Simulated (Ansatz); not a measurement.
Partial pair distribution functions of a relaxed model of amorphous Ga24O37K2, broadened by 0.06 Å; density 4.63 g/cm³. Level of theory: PBE, scalar-relativistic without spin-orbit coupling (plane waves to 420 eV, PAW; Ansatz, a first-principles code).

It comes from a melt-quench run on a machine-learned potential (CHGNet), relaxed afterwards by DFT. O atoms were pushed apart under 1.9 Å during the dynamics, to hinder bonds among them. The hot cell started wider than the set density and was brought back towards it in steps. It is the lowest in DFT energy of 2 quenches. It is a model cell: composition and starting density were chosen by hand, and all elements were melted together. No dispersion term was used. Its density started from a set value of 4.79 and ended at 4.63 g/cm³. The quench (nominally 330 K/ps over its main leg) was far faster than any real one, so the model tends to hold more defects than a real film. One small periodic cell is one sample of the glass; other quenches scatter about these values. Volume and shape were free in the relaxation.

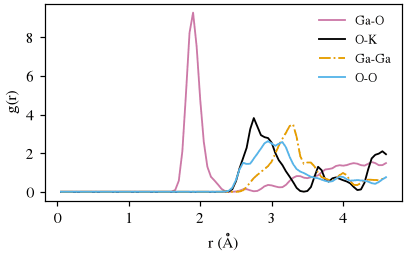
Figure. Partial pair distribution functions

Highest peaks under 4.5 Å: Ga-O near 1.90 Å, O-K near 2.75 Å, Ga-Ga near 3.30 Å, O-O near 2.95 Å; pairs of few atoms are noisy.

Within 2.38 Å each Ga has 4.42 O neighbours on average.
